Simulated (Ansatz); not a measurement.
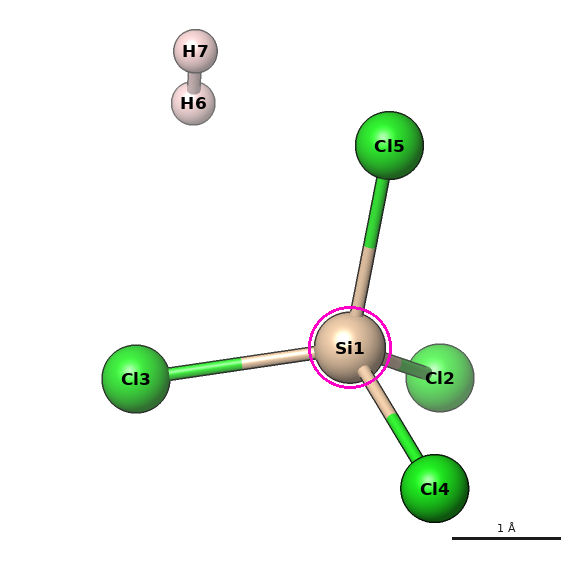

Orthographic view. Atoms fade into the background with distance from the viewer. The computed structure is the end point of a PBE0-D4/def2-TZVP optimisation. No frequency run is at hand to confirm it as a minimum.

Q: Name the neighbours of the circled atom.

A: The circled atom is Si1; it is bonded to Cl2, Cl3, Cl4, Cl5.

Q: Of Si1 and Cl2, which is nearer the viewer?

A: Si1; the bond to Cl2 points away from the viewer, so it looks shorter than its 2.02 Å.

Q: Which atom is nearest the viewer?

A: Cl4, 2.0 Å in front of the mean position.

Q: Which atom is farthest from the viewer?

A: H6, 2.0 Å behind the mean position.
